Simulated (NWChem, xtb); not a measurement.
# CH7GaO (SMILES C[OH+][GaH3-]): methods side by side

The species is CH7GaO (10 atoms), meant as a singlet with charge 0. SMILES: `C[OH+][GaH3-]`. The coordinates come from a PBE0-D4/def2-TZVP relaxation.

Quantity: the dipole moment, in D. The values are calculated.

```csv
level,kind,program,value (D)
GFN2-xTB,semi-empirical,xtb,5.08
GFN0-xTB,semi-empirical,xtb,4.59
GFN1-xTB,semi-empirical,xtb,5.24
HF/STO-3G,Hartree–Fock,NWChem,4.85
HF/3-21G,Hartree–Fock,NWChem,4.81
HF/def2-SVP,Hartree–Fock,NWChem,4.46
BP86/pcseg-1,GGA,NWChem,4.30
TPSS/def2-SVP,meta-GGA,NWChem,4.37
B3LYP/6-31G* (spherical functions),global hybrid,NWChem,4.35
B3LYP/6-31G* (Cartesian functions),global hybrid,NWChem,4.34
```

All-electron rows without a relativistic Hamiltonian named are non-relativistic. The values span 4.30 to 5.24 D. Magnitudes only. Sets without polarisation functions give poor dipoles. Without the sets that lack polarisation functions the rows with a basis span only 4.30 to 4.46 D.

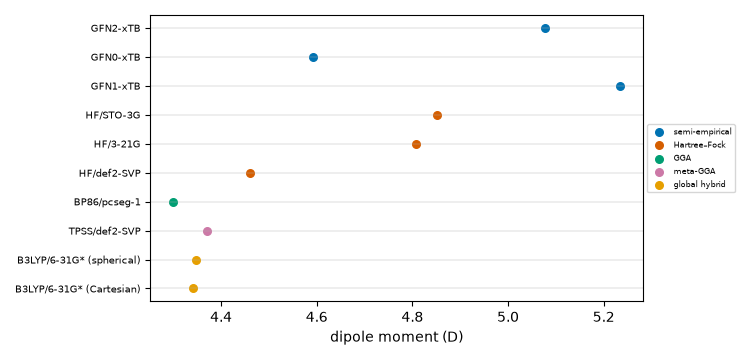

The values of the table, level by level.
